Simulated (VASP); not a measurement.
Band structure of B (relaxed from the simple-cubic structure, space group Pm-3m). All values below come from PBEsol GGA, VASP's PBE PAW potentials (set 64) (plane waves; VASP).

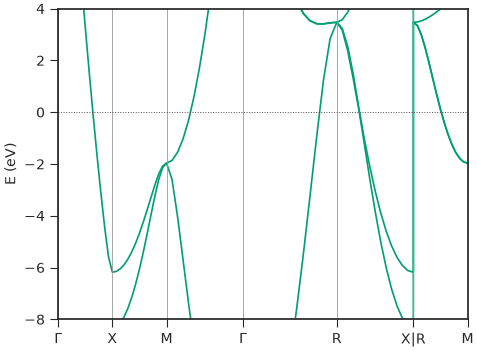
Figure. Bands along high-symmetry lines, zero at the valence-band maximum or, without a gap, the Fermi level

Question: Read the plot: is there a gap, and where are the band edges?

Answer: It has no gap at this level: it comes out as a metal or semimetal. (Edges off the drawn lines would not show.)

The structure was generated: B was put into the simple-cubic type (Pm-3m), which need not be its known phase. It was relaxed first.
